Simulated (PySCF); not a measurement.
# AlHF (SMILES [F][AlH]) at UPBE0/STO-3G

What is the energy change on altering one bond length of AlHF at UPBE0/STO-3G? Input form: a Python script.

Program for the calculation: PySCF 2.14.0.

9 further runs of the same task are left out: 9 set aside as unsound or not needed.

### 1 The structure to begin with

The species is AlHF (3 atoms), meant as a doublet with charge 0. As SMILES, `[F][AlH]`. Geometry: relaxed at PBE0-D4/def2-TZVP.

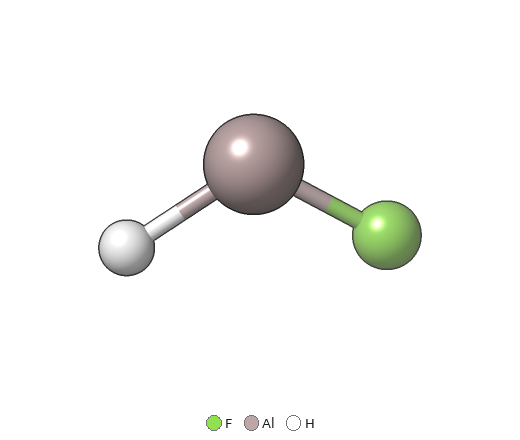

Viewed from a chosen angle; fluorine green, aluminium light grey, hydrogen white.

### 2 The energy at UPBE0/STO-3G

The input, job.py:

```python
from pyscf import gto, dft

mol = gto.Mole()
mol.atom = '''
F    0.907100   0.893200   0.585600
Al  -0.432500   0.318000  -0.199500
H   -0.485400  -1.276100  -0.399300
'''
mol.charge = 0
mol.verbose = 3
mol.spin = 1
mol.basis = 'sto-3g'
mol.max_memory = 1860
mol.build()

mf = dft.UKS(mol)
mf.xc = 'pbe0'
mf.conv_tol = 1e-10
mf.grids.level = 5
mf.kernel()
if not mf.converged:
    mf = mf.newton().run(mf.mo_coeff, mf.mo_occ)

e_tot = mf.e_tot
print('E(%s) = %.9f' % ('PBE0', e_tot))
```

Run with:

```
OMP_NUM_THREADS=1 python job.py
```

Standard output:

```text
converged SCF energy = -338.246584690977  <S^2> = 0.75359258  2S+1 = 2.0035894
E(PBE0) = -338.246584691
```

Wall time 4.2 s (1 thread of Arm Neoverse N1, shared host); peak memory 0.18 GiB.

### 3 The distorted shape

The input, job.py:

```python
from pyscf import gto, dft

mol = gto.Mole()
mol.atom = '''
F      1.834132     5.302846     1.559710
Al    -0.697345     4.215875     0.076086
H     -0.917273    -2.411480    -0.754568
'''
mol.spin = 1
mol.max_memory = 1860
mol.verbose = 3
mol.basis = 'sto-3g'
mol.unit = 'bohr'
mol.charge = 0
mol.build()

ks = dft.UKS(mol)
ks.xc = 'pbe0'
ks.conv_tol = 1e-10
ks.grids.level = 5
ks.kernel()
if not ks.converged:
    ks = ks.newton().run(ks.mo_coeff, ks.mo_occ)

energy = ks.e_tot
print('Final energy', energy)
```

Run with:

```
OMP_NUM_THREADS=1 python job.py
```

Standard output:

```text
converged SCF energy = -338.154094610203  <S^2> = 0.75002661  2S+1 = 2.0000266
Final energy -338.15409461020346
```

Run time: 4.2 s. Hardware: 1 thread of Arm Neoverse N1, shared host; peak memory 0.18 GiB.

### 4 What came out

Level: UPBE0/STO-3G.

| quantity | value |
| --- | --- |
| first shape: total energy | -338.24658 Eh |
| first shape: dipole moment | 1.42 D |
| first shape: HOMO energy (highest over α and β) | -1.17 eV |
| first shape: LUMO energy (lowest over α and β) | 2.98 eV |
| first shape: ⟨S²⟩ | 0.754 |
| distorted shape: total energy | -338.15409 Eh |
| distorted shape: dipole moment | 0.71 D |
| distorted shape: HOMO energy (highest over α and β) | -1.78 eV |
| distorted shape: LUMO energy (lowest over α and β) | 5.69 eV |
| distorted shape: ⟨S²⟩ | 0.750 |
| energy change with the Al2–H3 bond stretched from 1.607 to 3.536 Å | 2.517 eV |

In words: With the Al2–H3 bond stretched from 1.607 to 3.536 Å the energy rises by 2.52 eV (58 kcal/mol). The first shape isn't relaxed at this level, so the change isn't measured from a minimum. The minimal basis adds a large error of its own. Mulliken charges (distorted shape) run from -0.30 on F1 to +0.31 on Al2.
